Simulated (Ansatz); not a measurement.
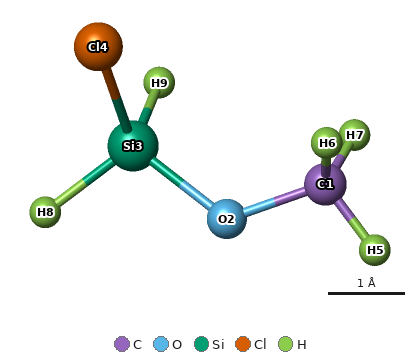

**Figure 1.** The structure as given in the input (ball-and-stick view, seen at a tilt; atoms are numbered from 1 in the order of the input). Bond lengths as drawn: Cl–Si 2.06 Å, C–H 1.09 to 1.10 Å, C–O 1.41 Å, H–Si 1.47 to 1.48 Å and O–Si 1.63 Å.

# Two runs on CH₅ClOSi

System: CH₅ClOSi, SMILES CO[SiH2]Cl.
Method of the first run: RKS PBE0-D4/def2-TZVPP (Ansatz 0.2.0).

The geometry comes from this level: PBE0-D4/def2-TZVP. Text and figures count atoms from 1; the logs count them from 0 in places.

## Input file, the first run
```yaml
crystal:
  periodic: [false, false, false]
  atoms:
    - {symbol: C, position_ang: [-0.840996, 0.987355, 0.446962]}
    - {symbol: O, position_ang: [0.418213, 0.685475, -0.117201]}
    - {symbol: Si, position_ang: [0.891229, -0.804857, -0.562558]}
    - {symbol: Cl, position_ang: [0.958083, -2.072582, 1.056271]}
    - {symbol: H, position_ang: [-0.939892, 2.072450, 0.489686]}
    - {symbol: H, position_ang: [-0.920763, 0.584017, 1.460604]}
    - {symbol: H, position_ang: [-1.659148, 0.583587, -0.159737]}
    - {symbol: H, position_ang: [2.251459, -0.671672, -1.115304]}
    - {symbol: H, position_ang: [-0.069584, -1.410074, -1.515824]}
basis:
  gaussian: {orbitals: def2-TZVPP}
hamiltonian: {xc: pbe0, dispersion: d4}
output: {orbitals: {seedname: orbitals}}
```

Hardware: 2 CPU threads, shared host.

## Output (the first run)
```
Functional definition: PBE0
  parameter a = 0.25
  parameter kappa = 0.804
  parameter beta = 0.06672455060314922
  exchange = (1 - a)*pbe_x(kappa = kappa, mu = beta*pi^2/3) + a*exact_x
  correlation = pbe_c(beta = beta)
1242 factors; their error is unknown
mean field evaluation 1: about -23554.4605 eV, gradient 4.9e1 eV
mean field evaluation 2: about -23548.0967 eV, gradient 7.6e1 eV
mean field evaluation 4: about -23558.9834 eV, gradient 3.2e0 eV
mean field evaluation 8: about -23559.0011 eV, gradient 3.1e-2 eV
mean field evaluation 16: about -23559.0479 eV, gradient 4.7e-5 eV
mean field -23559.04786312 eV, -865.7790400734 hartree, gradient 4.7e-5 eV, S^2 0.000000; 0 other end points of the search recorded, 0 dependent functions left out
reference -23559.04789475 eV, -865.7790412357 hartree; 25, 25 occupied and 191, 191 virtual orbitals, 1242 factors
Total energy: -23559.20139729 eV, -865.7846823503 hartree
```

For the second run the input was changed thus:
```diff
-  gaussian: {orbitals: def2-TZVPP}
+  gaussian: {orbitals: def2-SVP}
```

Predict how the results change.

The total energy of the second run is 254.2 kcal/mol higher, which measures the change of basis and not a stability. The HOMO goes from −8.66 to −8.54 eV. The LUMO goes from 0.49 to 1.02 eV. The basis functions go from 216 to 89.

## Output (the second run)
```
Functional definition: PBE0
  parameter a = 0.25
  parameter kappa = 0.804
  parameter beta = 0.06672455060314922
  exchange = (1 - a)*pbe_x(kappa = kappa, mu = beta*pi^2/3) + a*exact_x
  correlation = pbe_c(beta = beta)
856 factors; integrals over basis functions are off by at most 1.5e-3 eV
mean field evaluation 1: about -23544.5476 eV, gradient 4.1e1 eV
mean field evaluation 2: about -23540.4454 eV, gradient 6.2e1 eV
mean field evaluation 4: about -23547.8932 eV, gradient 2.3e0 eV
mean field evaluation 8: about -23548.0261 eV, gradient 1.3e-1 eV
mean field evaluation 16: about -23548.0261 eV, gradient 1.2e-5 eV
mean field -23548.02613984 eV, -865.3739992136 hartree, gradient 1.2e-5 eV, S^2 0.000000; 0 other end points of the search recorded, 0 dependent functions left out
reference -23548.02616469 eV, -865.3740001269 hartree; 25, 25 occupied and 64, 64 virtual orbitals, 856 factors
Total energy: -23548.17966724 eV, -865.3796412415 hartree
```

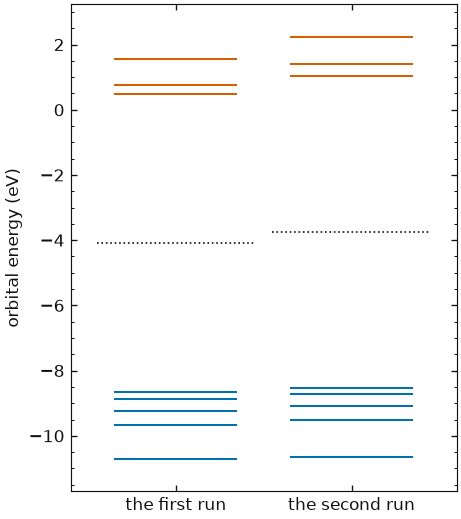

**Figure 2.** The five highest filled and three lowest empty orbital energies of the two runs; the dotted lines part filled from empty levels. The HOMO–LUMO gap is 9.15 eV in the first run and 9.56 eV in the second run.

## The two runs side by side

| quantity | the first run | the second run |
| --- | --- | --- |
| outcome | converged | converged |
| total energy (hartree) | −865.784682 | −865.379641 |
| HOMO (eV) | −8.66 | −8.54 |
| LUMO (eV) | 0.49 | 1.02 |
| basis functions | 216 | 89 |
| wall time (shared host) | 5.5 s | 1.1 s |
